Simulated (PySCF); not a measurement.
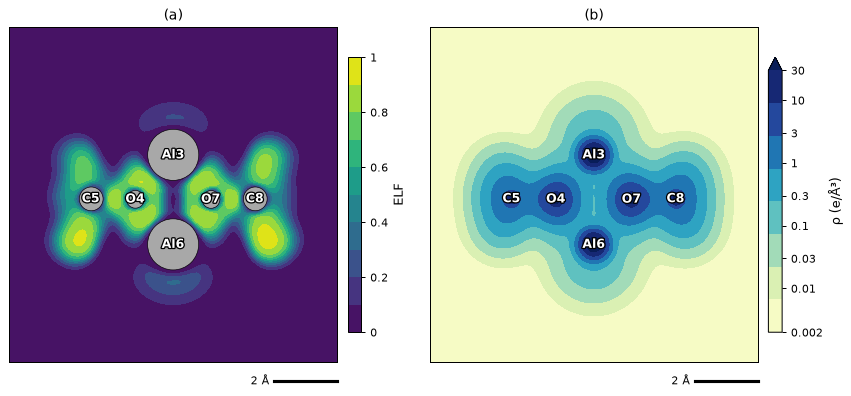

*C$_{4}$H$_{10}$Al$_{2}$O$_{2}$ (SMILES C#[C][AlH-]1[O+](C)[AlH2-][O+]1C). (a) electron localisation function; (b) total electron density on the plane of atoms O4, Al3 and O7. Grey discs cover the atomic cores in the ELF map.*

Geometry: PBE0-D3(BJ)/def2-SVP.

Method: CAM-B3LYP/def2-SVPD, SCF density, gas phase in PySCF 2.14.0.

```xyz
18

C    -1.0762    2.4834   -2.1693
C    -0.5376    1.9218   -1.2272
Al    0.3187    1.0499    0.2601
O     1.2228   -0.4634   -0.3098
C     2.3055   -0.5780   -1.2082
Al    0.1459   -1.7797    0.4611
O    -0.7902   -0.2503    0.9794
C    -2.0377   -0.1063    1.6234
H    -1.5523    2.9766   -2.9988
H     1.0936    1.9104    1.3380
H     3.2643   -0.5506   -0.6669
H     2.2376   -1.5260   -1.7639
H     2.2797    0.2459   -1.9381
H     0.8569   -2.4898    1.6940
H    -0.6412   -2.6197   -0.6375
H    -2.5605    0.7829    1.2385
H    -1.9044   -0.0025    2.7118
H    -2.6704   -0.9848    1.4241
```

Interpret the plot.

Answer. Atoms in the plane: Al, O and C.
C–O (1.41 Å): ρ at the midpoint is about 2 e/Å³, with its minimum of 1.7 e/Å³ about 0.5 Å from C; the ELF peaks at about 0.90 between the atoms, as expected for a shared but strongly polarised pair.
Al–O (1.85 Å): ρ is about 0.6 e/Å³ halfway; the ELF peaks at about 0.90 in the valence shell of O, 0.6 Å from its nucleus, and is about 0.45 at the midpoint.
